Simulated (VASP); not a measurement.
Band structure of Ta (space group Im-3m). Calculation: PBE GGA, VASP's PBE PAW potentials (set 64) (plane waves; VASP).

Unless said otherwise, spin-orbit coupling is left out, though it shifts the bands of the heavy elements here.

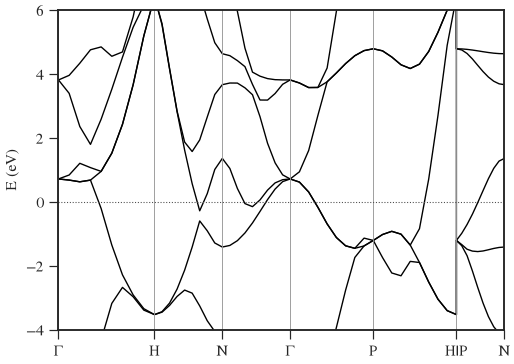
Figure: Bands along high-symmetry lines, zero at the valence-band maximum or, without a gap, the Fermi level

Question: Read the plot: is there a gap, and where are the band edges?

Answer: It has no gap at this level: it comes out as a metal or semimetal.

The structure is a typed Ta crystal. The cell was not relaxed at this level.
